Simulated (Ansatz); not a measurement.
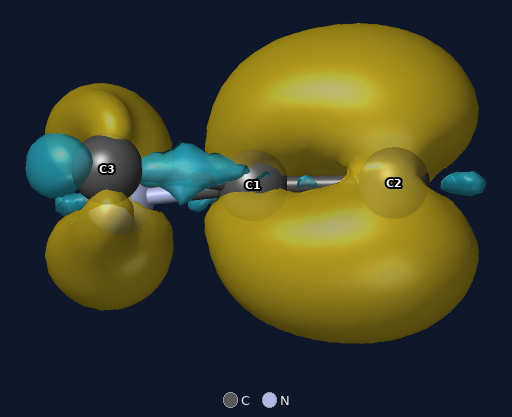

C$_{3}$N (doublet). Isosurfaces of the spin density (α minus β) at +0.02 (yellow) and −0.02 e/Å³ (cyan), seen from one side.

Geometry: PBE0-D3(BJ)/def2-SVP.

Method: Ansatz, isolated molecule in a Gaussian basis; Kohn-Sham density functional theory, functional PBE0.

| atom | x (Å) | y (Å) | z (Å) |
| --- | --- | --- | --- |
| C | -0.0464 | -0.4109 | 0.0117 |
| C | 0.4539 | -1.2983 | 0.8521 |
| C | 0.1515 | 0.8377 | -0.8392 |
| N | -0.9641 | 0.2238 | -0.7954 |

Where is the unpaired spin?

The unpaired spin (1 electron) lies mostly on C2 (about 0.6), C1 (about 0.3) and N4 (about 0.1), in electrons by Hirshfeld's partition.
